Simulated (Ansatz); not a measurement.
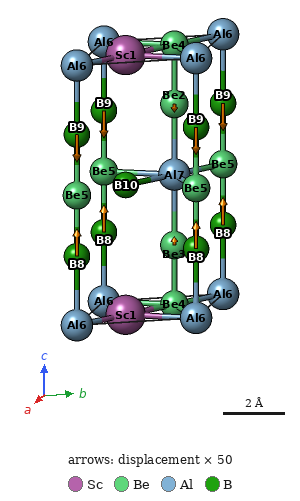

A relaxation of a crystal of ScBe$_{4}$Al$_{2}$B$_{3}$ (a generated structure, set up in P-6m2). The starting structure is drawn; orange arrows show the displacements (the part carried along by the change of the cell is left out), 50 times their true length.

A ball-and-stick model of the cell of the calculation, seen slightly off an axis.

Level of theory: DFT PBE, scalar-relativistic, plane waves, PAW in Ansatz.

Input
```yaml
crystal:
  lattice:
    - [4.1146270615, 0.0, 0.0]
    - [-2.0573135307, 3.5633715623, 0.0]
    - [0.0, 0.0, 8.7227004018]
  atoms:
    - { symbol: Sc, position: [0.6666666667, 0.3333333333, 0.0] }
    - { symbol: Be, position: [0.3333333333, 0.6666666667, 0.7714686257] }
    - { symbol: Be, position: [0.3333333333, 0.6666666667, 0.2285313743] }
    - { symbol: Be, position: [0.3333333333, 0.6666666667, 0.0] }
    - { symbol: Be, position: [0.0, 0.0, 0.5] }
    - { symbol: Al, position: [0.0, 0.0, 0.0] }
    - { symbol: Al, position: [0.3333333333, 0.6666666667, 0.5] }
    - { symbol: B, position: [0.0, 0.0, 0.2657365162] }
    - { symbol: B, position: [0.0, 0.0, 0.7342634838] }
    - { symbol: B, position: [0.6666666667, 0.3333333333, 0.5] }
basis:
  ecutwfc: 420
kpoints:
  mp_grid: { grid: [12, 12, 6] }
hamiltonian:
  xc: pbe
scf:
  occupations: { method: gaussian, width: 0.1 }
output:
  forces: true
  stress: true
  eigenvalues: true
  write_density: true
  write_potential: true
  elf: true
  volumetric_format: npy
relax:
  adjacent_minimum: "off"
  f_tol: 0.01
  max_steps: 80
  cell: { stress_tol: 0.05 }
```

Command:
```bash
ansatz run input.yaml --threads 1 --pin off --max-ram 2560MiB --backend cpu --events-out ev --progress --plain --runs-dir out
```

**Atoms of which element are displaced furthest, and by how much?**

Boron: up to 0.019 Å, against 0.006 Å for beryllium.

**What happened in the run?**

The largest moves relative to the cell, 0.019 Å, are those of B8 and B9. B9 goes along −c. Largest moves by element: B 0.019 Å, Be 0.006 Å. Sc and Al stay in place. The volume changes by +0.2 %, with a = b 4.115 → 4.132 Å (+0.4 %), c 8.723 → 8.667 Å (−0.6 %). Near-neighbour distances that change, for instance: Be5–B8 2.043 → 2.011 Å, Be2–Al7 2.368 → 2.347 Å, Sc1–Al6 2.376 → 2.386 Å, Sc1–Be4 2.376 → 2.386 Å. The space group stays P-6m2 (No. 187). After 2 accepted moves (3 points after the start) the energy has fallen by 0.6 meV per atom. The largest force component goes from 0.081 to 0.0035 eV/Å. Pressure: 0.11 GPa at the start and 0.00 GPa at the end. At 1 point the geometry stayed and the basis and grid were re-selected for the new cell (energy shift of less than 0.05 meV per atom at most each time).
